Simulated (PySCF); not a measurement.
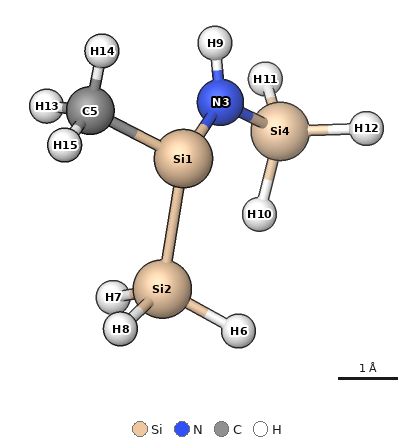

*The structure (ball-and-stick view, seen at a tilt; atoms are numbered from 1 in the order of the input).*

Bond lengths as drawn: C–H 1.10 Å, C–Si 1.89 Å, H–N 1.02 Å, H–Si 1.49 to 1.50 Å, N–Si 1.74 to 1.75 Å and Si–Si 2.35 Å.

## Run report: CH₁₀NSi₃, EPR calculation

- system: CH₁₀NSi₃, multiplicity 2, SMILES C[Si]([SiH3])N[SiH3]
- method: UKS B3LYP, IGLO-III on C N Si, pcH-1 on H, non-relativistic, mean-field spin-orbit, GIAO (PySCF 2.14.0)

Input file
```
{"job": {"kind": "epr"}, "charge": 0, "multiplicity": 2}
Si    -0.328559     0.675662     0.627677
Si    -1.540030    -1.333632     0.561005
N      1.248046     0.475905    -0.113354
Si     2.261767    -0.942120    -0.176336
C     -1.230922     2.076684    -0.261624
H     -0.957324    -2.348444     1.492497
H     -1.637663    -1.950464    -0.803420
H     -2.925618    -1.012014     1.031205
H      1.704024     1.346116    -0.381489
H      1.367407    -2.135954    -0.245985
H      3.125120    -0.873579    -1.394788
H      3.160397    -1.104665     1.010670
H     -1.333086     1.853232    -1.336649
H     -0.688487     3.030185    -0.158564
H     -2.236342     2.217250     0.163703
```

The first line tells a small driver script what to run in PySCF; the rest is the geometry in Å.

Command:
```bash
OMP_NUM_THREADS=1 python <driver script> task.json out
```

Log
```
UKS, coarse grid
  cycle   1  E = -967.41606733  |g| = 4.31e-01
  cycle   2  E = -967.30001764  |g| = 6.48e-01
  cycle   3  E = -967.48761117  |g| = 1.04e-01
  cycle   4  E = -967.49194059  |g| = 3.93e-02
  cycle   5  E = -967.49268816  |g| = 8.67e-03
  cycle   6  E = -967.49272963  |g| = 1.90e-03
  cycle   7  E = -967.49273170  |g| = 6.38e-04
UKS, final grid
  cycle   1  E = -967.49275846  |g| = 5.70e-04
  cycle   2  E = -967.49275839  |g| = 7.39e-04
  cycle   3  E = -967.49275862  |g| = 1.54e-04
  cycle   4  E = -967.49275863  |g| = 2.80e-05
  cycle   5  E = -967.49275863  |g| = 1.12e-05
E = -967.49275863 Eh   <S^2> = 0.7525 (exact 0.7500)
g shifts (ppm)      1          2          3
  rmc          -149       -149       -149
  gc             12         50         65
  oz_so        -226        116       1867
  total        -363         17       1783
hyperfine (MHz)  atom isotope    a_iso     a_fc   dipolar eigenvalues
    0  29Si    -476.95    -478.06   -136.86     67.95     68.91
    1  29Si     -95.46     -95.61    -17.81      7.11     10.69
    2   14N       8.01       8.00     -5.98     -5.55     11.53
    3  29Si       3.35       3.35     -1.10      0.41      0.70
    4   13C      36.52      36.51     -4.57     -3.76      8.33
    5    1H      -5.91      -5.91     -2.48     -1.20      3.68
    6    1H      60.51      60.51     -2.39     -0.38      2.76
    7    1H      -4.43      -4.43     -2.64     -1.23      3.86
    8    1H      -7.66      -7.69     -7.26     -2.75     10.01
    9    1H      -0.25      -0.25     -1.55     -1.01      2.56
   10    1H       7.58       7.58     -1.11     -0.94      2.05
   11    1H       3.43       3.43     -1.25     -1.04      2.29
   12    1H      51.35      51.35     -3.72      0.09      3.63
   13    1H       7.82       7.82     -4.27     -2.59      6.85
   14    1H      -2.74      -2.74     -3.99     -2.03      6.02
```

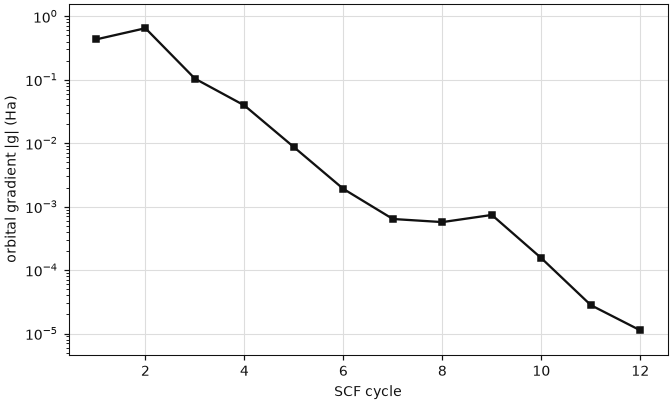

*Convergence of the self-consistent field: orbital gradient |g| against the SCF cycle.*

All cycles printed in the log are drawn one after another.

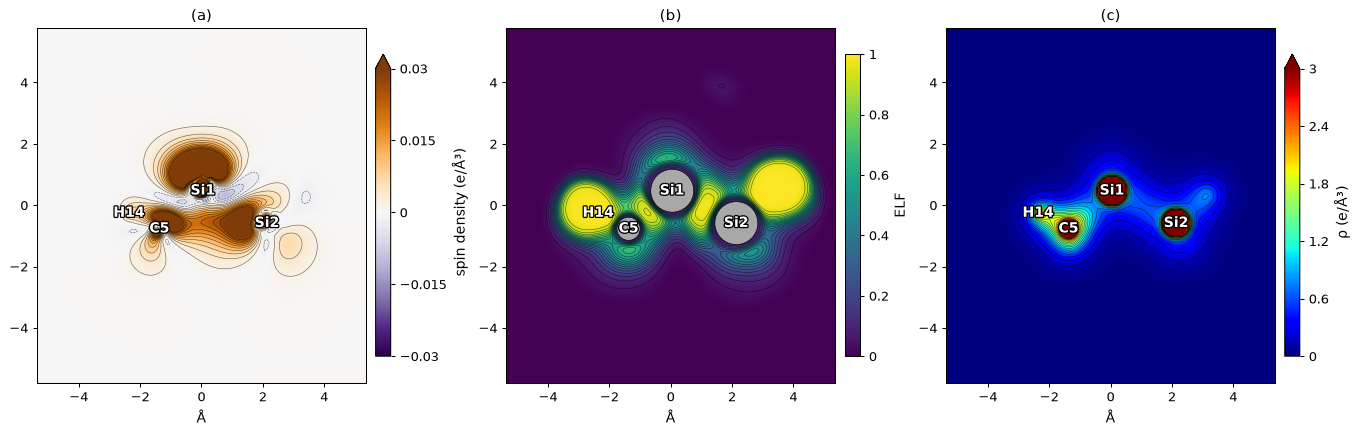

*(a) spin density (α minus β); (b) electron localisation function; (c) total electron density on the plane of atoms Si1, C5 and H14. Grey discs, where drawn, cover atomic cores.*

The section cuts through Si, C and H sites. C–H (1.10 Å): ρ at the midpoint is about 1.9 e/Å³; the ELF climbs to about 1 towards the hydrogen, as it does in any bond to H; a covalent bond by its length. The unpaired spin (1 electron) lies mostly on Si1 (about 0.7), Si2 (about 0.1) and N3 (about 0.1), in electrons by Hirshfeld's partition.

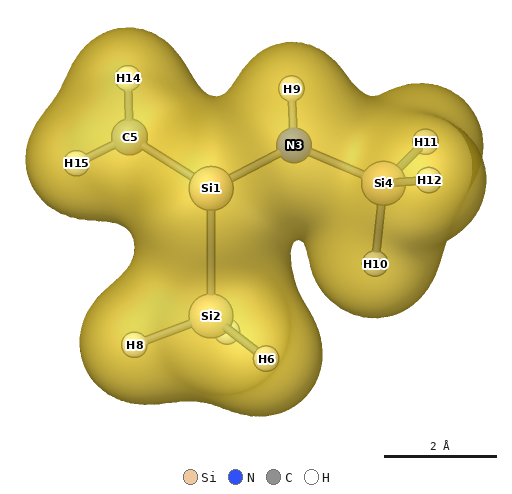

*Isosurface of the total electron density at 0.05 e/Å³ (yellow), seen face on.*

At this value the surface is in one piece. On the grid the lowest density along these lines, outside the cores, is 0.87 e/Å³ (Si–N, 1.74 Å), 0.79 e/Å³ (C–Si, 1.89 Å), 0.61 e/Å³ (Si–Si, 2.35 Å) and 2.2 e/Å³ (N–H, 1.02 Å).

Key numbers

```json
{"quantity": "outcome", "value": "converged"}
{"quantity": "total energy", "value": "−967.492759 hartree"}
{"quantity": "⟨S²⟩", "value": "0.752"}
{"quantity": "isotropic g", "value": "2.0028"}
{"quantity": "hardware", "value": "1 CPU thread, shared host"}
{"quantity": "wall time", "value": "1.8 min"}
{"quantity": "peak memory", "value": "0.97 GiB"}
```
